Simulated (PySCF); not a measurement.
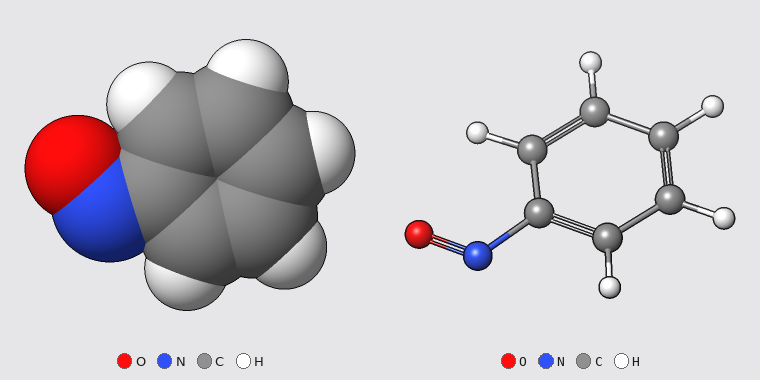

Both panels show the same species.

The computed structure is the end point of a PBE0-D3(BJ)/def2-SVP optimisation. No frequency run is at hand to confirm it as a minimum.

Give the formula.

Answer. C₆H₅NO, 13 atoms: 6 carbon, 5 hydrogen, 1 nitrogen and 1 oxygen.

What is its SMILES?

Answer. O=Nc1ccccc1

Describe its rings.

Answer. Independent rings (smallest set): 1 of 6 members, 1 of them aromatic.

More results for the same structure follow; atom numbers are the same in all pictures, views and colours differ.

Shape

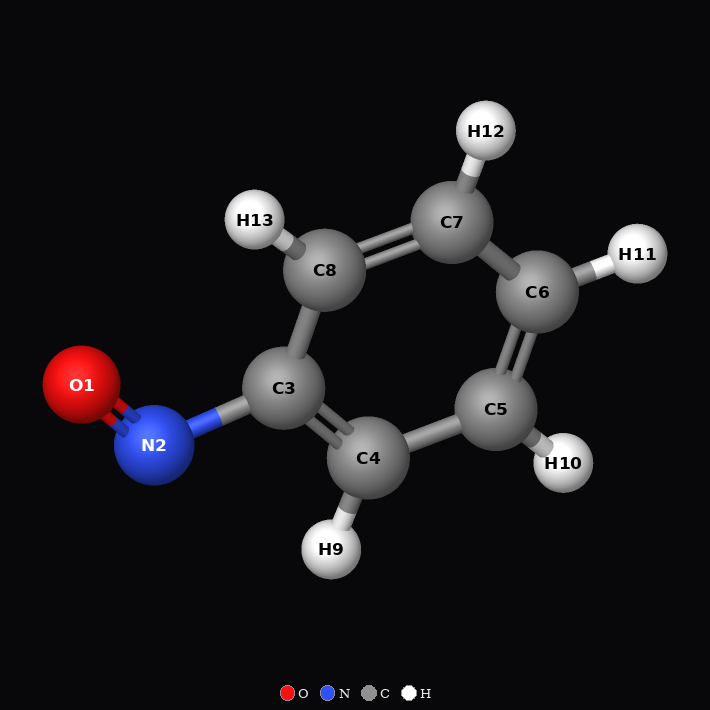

No frequency run is at hand to confirm it as a minimum.

Give the bond lengths.

```csv
bond,length (Å),order
O1–N2,1.202,double
N2–C3,1.434,single
C3–C4,1.396,aromatic
C3–C8,1.400,aromatic
C4–C5,1.392,aromatic
C4–H9,1.092,single
C5–C6,1.395,aromatic
C5–H10,1.092,single
C6–C7,1.400,aromatic
C6–H11,1.093,single
C7–C8,1.387,aromatic
C7–H12,1.093,single
C8–H13,1.092,single
```

NMR shielding

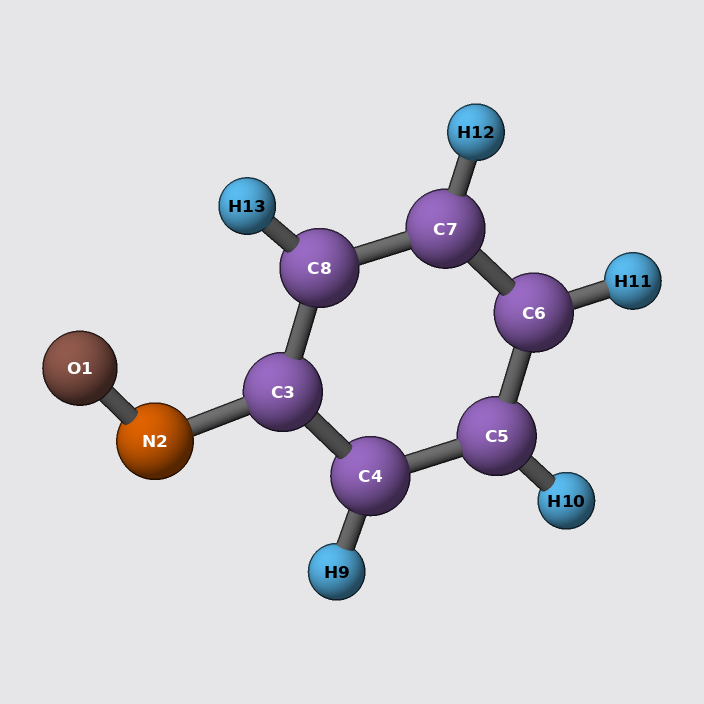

No frequency run is at hand to confirm it as a minimum. Level of theory: GIAO mPW1PW91/pcSseg-1 NMR shielding, non-relativistic, gas phase (PySCF 2.14.0). Principal shieldings σ11 ≤ σ22 ≤ σ33, span Ω = σ33 − σ11, skew κ = 3(σiso − σ22)/Ω.

Give the shielding tensors of the N atoms.

```json
{"atom": "N2", "σ11": "−2481.5", "σ22": "−295.2", "σ33": "117.4", "σiso": "−886.4", "Ω": "2598.8", "κ": "−0.68"}
```

Shieldings and span in ppm.

Dipole moment

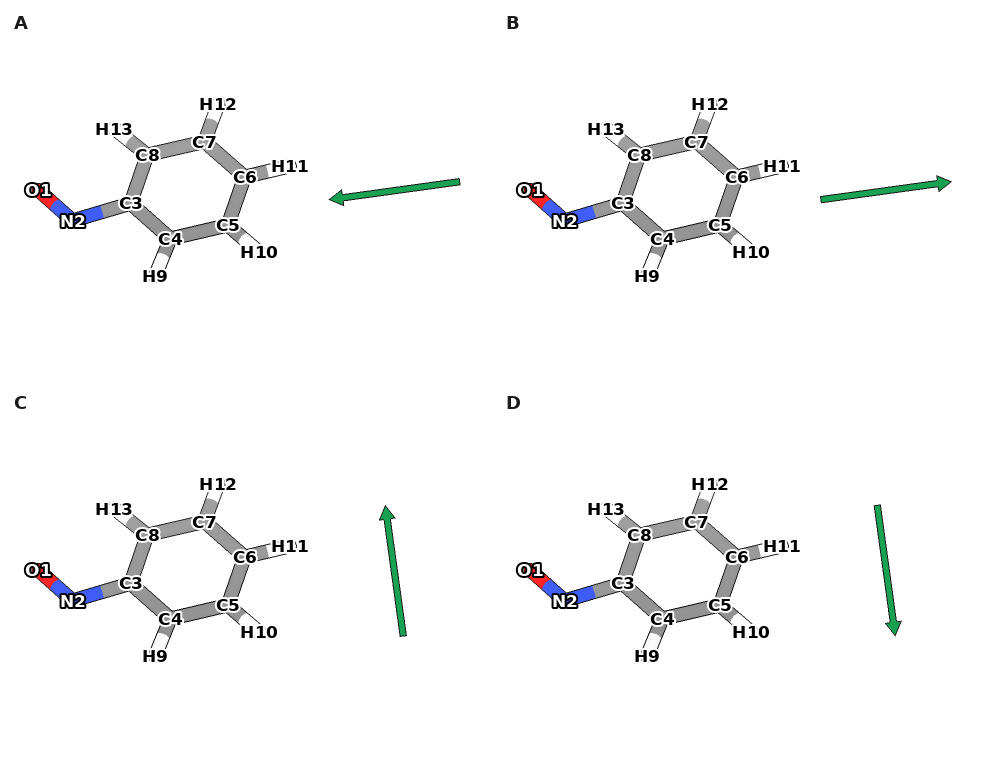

The same molecule four times, each with an arrow. No frequency run is at hand to confirm it as a minimum. Level of theory: ωB97X-D/pcSseg-1, gas phase (PySCF 2.14.0).

Which arrow points along the dipole moment, from the negative to the positive end?

Answer. B. The dipole moment is 3.68 D; it points from the side of O1 to the side of H11 (the outermost atoms at the two ends).

Ring current

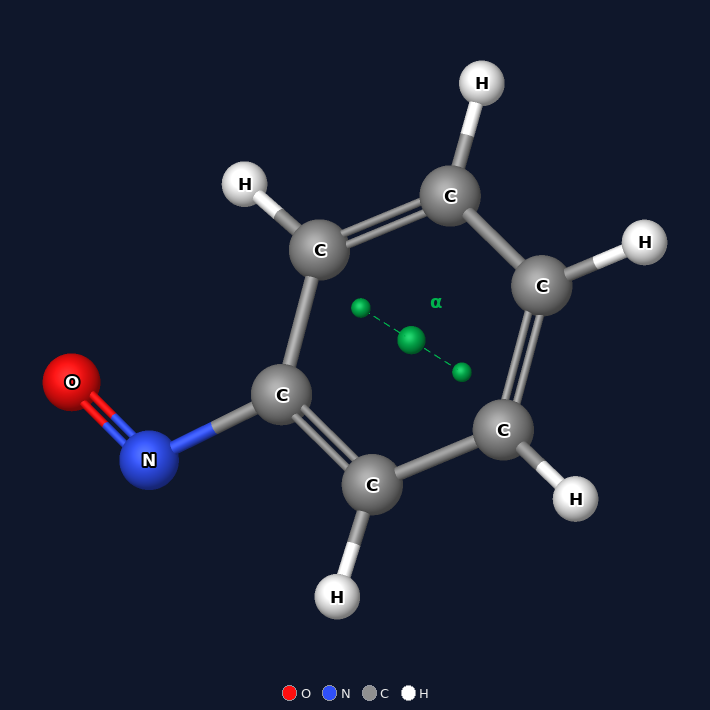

The small points mark where nucleus-independent chemical shifts (NICS) were computed: at the centre of each lettered ring and 1 Å above and below it. No frequency run is at hand to confirm it as a minimum. Method: GIAO BP86/pcSseg-1 NMR shielding, non-relativistic, gas phase (PySCF 2.14.0).

Give NICS(0), NICS(1) and the out-of-plane component NICS(1)zz for each ring (means of the two sides).

| ring | members | NICS(0) | NICS(1) | NICS(1)zz |
| --- | --- | --- | --- | --- |
| α | C6 | −7.3 | −10.1 | −24.9 |

Values in ppm.

What do the values say about the ring currents?

Answer. Ring α: diatropic, as in an aromatic ring. NICS is one index among several.
